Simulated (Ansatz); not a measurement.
# C₂H₆BNOS: one species, many methods

How much do the methods differ for C₂H₆BNOS? The plan is to run it at one geometry with functionals of several rungs and with coupled cluster, and see how far each lands from CCSD(T) at the basis-set limit for the atomisation energy.

Program: Ansatz 0.2.0, Gaussian basis. Level of theory: functionals in def2-TZVPP, the program's frozen cores in correlated methods. These are calculated values, not measurements.

Levels to be run: PBE-D4, r2SCAN-D4, PBE0-D4, B3LYP-D4, ωB97X-V, ωB97M-V, B2PLYP; CCSD(T)/def2-TZVPP; MP2/def2-QZVPP; extrapolation to the limit.

## Step 1: The relaxed structure

An earlier PBE0-D4 in a triple-zeta def2 set relaxation fixed the geometry.

12 atoms, charge 0, spin multiplicity 1.

Atoms are counted from 1 here; the program's logs count them from 0.

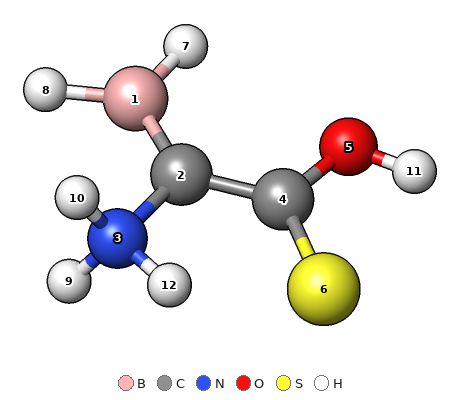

The geometry (boron pink, carbon grey, nitrogen blue, oxygen red, sulfur yellow, hydrogen white); atoms are numbered from 1 in the order of the file.

## Step 2: PBE-D4 (GGA)

Contents of in.yaml:

```yaml
crystal:
  periodic: [false, false, false]
  atoms:
    - {symbol: B, position_ang: [0.900062, -1.307483, -0.673831]}
    - {symbol: C, position_ang: [0.180244, -0.198039, -0.019215]}
    - {symbol: N, position_ang: [0.527066, 0.200563, 1.364466]}
    - {symbol: C, position_ang: [-0.857309, 0.615060, -0.507532]}
    - {symbol: O, position_ang: [-1.262318, 0.355088, -1.748804]}
    - {symbol: S, position_ang: [-1.581350, 1.856000, 0.376701]}
    - {symbol: H, position_ang: [0.635432, -1.642622, -1.786516]}
    - {symbol: H, position_ang: [1.769187, -1.878841, -0.066008]}
    - {symbol: H, position_ang: [1.492073, 0.512260, 1.443177]}
    - {symbol: H, position_ang: [0.376625, -0.553837, 2.029953]}
    - {symbol: H, position_ang: [-1.969136, 0.981632, -1.949647]}
    - {symbol: H, position_ang: [-0.133475, 1.004919, 1.571355]}
basis:
  gaussian: {orbitals: def2-TZVPP}
hamiltonian: {xc: pbe, dispersion: d4}
output: {forces: true, orbitals: {seedname: orbitals}}
```

On the command line:

```bash
ansatz run in.yaml --threads 4 --pin off --events-out ev --progress --plain --max-ram 10444MiB
```

Further steps of the session: r2SCAN-D4 (meta-GGA); PBE0-D4 (hybrid); B3LYP-D4 (hybrid); ωB97X-V (range-separated); ωB97M-V (range-separated); B2PLYP (double hybrid); CCSD(T) in def2-TZVPP; MP2 in def2-QZVPP.

Q: Predict the results of all the runs planned. Wanted: atomisation energy, CCSD(T)/CBS; farthest; mean size of error, hybrid; mean size of error, range-separated; gap, smallest and largest; T1 diagnostic; triples share of the correlation energy.

The runs gave:

```
                               quantity                                value
        atomisation energy, CCSD(T)/CBS                        4522.8 kJ/mol
 functionals within 22.6 kJ/mol (0.5 %)  none; nearest B2PLYP (-26.1 kJ/mol)
                               farthest               PBE-D4 (+199.5 kJ/mol)
             mean size of error, hybrid                          53.9 kJ/mol
    mean size of error, range-separated                          39.0 kJ/mol
              gap, smallest and largest  3.23 eV (PBE-D4), 9.11 eV (ωB97X-V)
                          T1 diagnostic                               0.0161
triples share of the correlation energy                                4.5 %
```

In words: PBE-D4 is off by +199.5 kJ/mol. Double hybrids carry the basis error of their MP2 part in triple zeta, and no dispersion term here, so their miss is partly the set-up's. Misses under about 22.6 kJ/mol are within the doubt on the reference itself, which lacks core-valence correlation, relativity and higher excitations. Hartree-Fock recovers 69 % of the binding; the rest is correlation. Orbital gaps span 3.2 to 9.1 eV; exact exchange widens them.
